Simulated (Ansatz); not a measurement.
# H$_{5}$NO$_{3}$Ti: what the fields show

```xyz
10

Ti   -0.0499   -0.0544    0.1400
N    -0.0479   -0.0281    2.0063
H    -0.7303    0.4731    2.5687
H     0.7438   -0.3081    2.5789
O     1.6504   -0.0600   -0.4223
H     2.0940   -0.6205   -1.0638
O    -0.9966    1.3510   -0.4389
H    -1.6894    1.4110   -1.1013
O    -0.8388   -1.5449   -0.4652
H    -1.2274   -2.2675    0.0346
```

Level of theory: Ansatz 0.2.0, RKS PBE0-D4/def2-SVP.

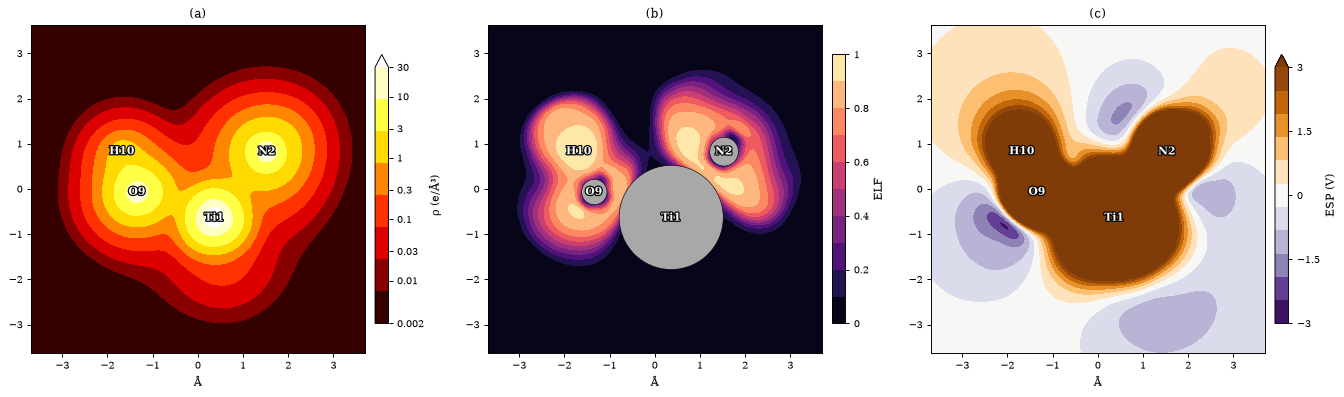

Figure 1. (a) total electron density; (b) ELF; (c) electrostatic potential on the plane of atoms N2, Ti1 and O9. Grey discs cover the atomic cores in the ELF map.

Interpret the plot.

Answer.
- The section cuts through Ti, N, O and H sites.
- Ti–O (1.79 Å): ρ at the midpoint is about 1 e/Å³; the ELF peaks at about 0.85 in the valence shell of O, 0.5 Å from its nucleus, and drops to about 0.25 between the two atoms.
- Ti–N (1.87 Å): ρ at the midpoint is about 0.97 e/Å³; the ELF peaks at about 0.85 in the valence shell of N, 0.7 Å from its nucleus, and drops to about 0.30 between the two atoms.
- O–H (0.96 Å): ρ at the midpoint is about 3.6 e/Å³; the ELF climbs to about 1 towards the hydrogen, as it does in any bond to H: a covalent bond by its length.
- Outside the dense part of the molecule the potential is most negative (−2.3 V) near O9.

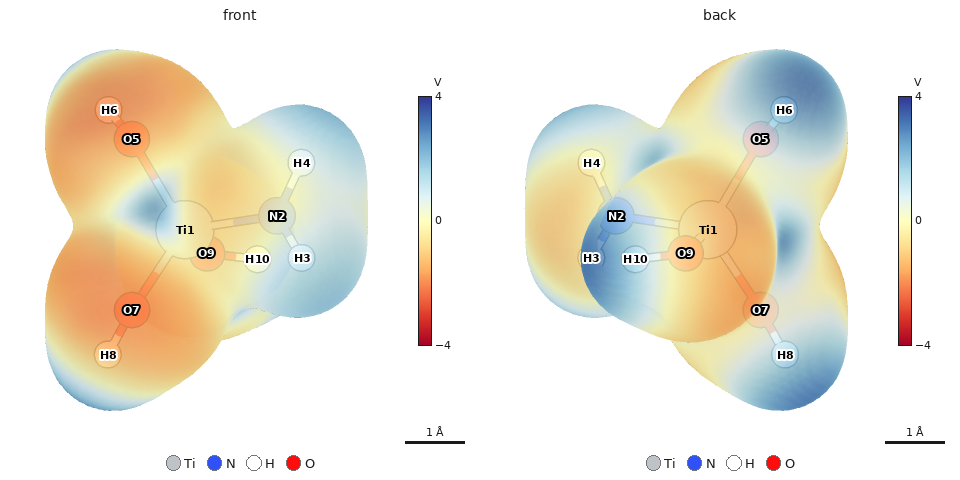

Figure 2. The electrostatic potential painted on the density surface at 0.004 e/bohr³, seen from the front and from behind; red is negative and blue positive.

Describe the electrostatic potential map.

Answer. The most negative region (about −1.9 V) lies over O5 and O7, the most positive (about +3.0 V) over H6, H8 and H10.

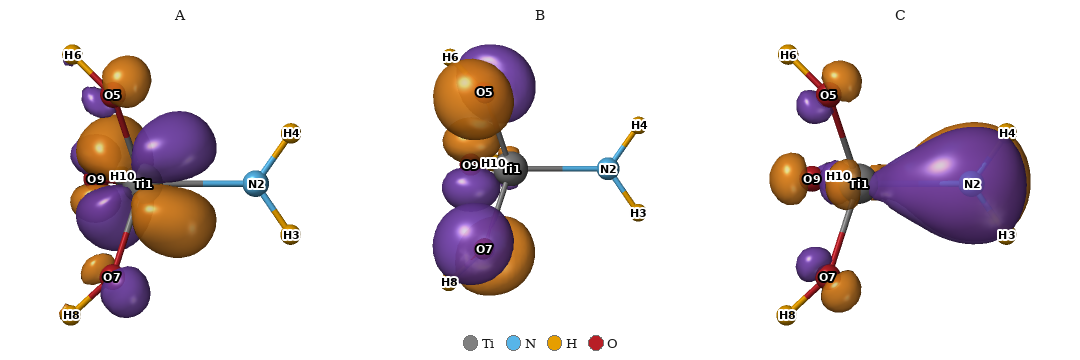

Figure 3. Three frontier orbitals at ±0.15 Å⁻³ᐟ² (orange and purple are the two phases), in no order.

Order the three orbitals by energy and name them.

Answer. B is the HOMO−1 (−8.21 eV). Its weight (Hirshfeld) is mainly on O7 (about 40 %), O5 (about 40 %) and O9 (about 10 %); largely a combination of lone pairs on O7, O5 and O9. C is the HOMO (−7.10 eV). Its weight (Hirshfeld) is mainly on N2 (about 65 %) and Ti1 (about 15 %); largely a lone pair of N2. A is the LUMO (−0.69 eV). By Hirshfeld shares it lies mainly on Ti1 (about 75 %).

What is the HOMO–LUMO gap?

Answer. 6.41 eV between the orbital energies.
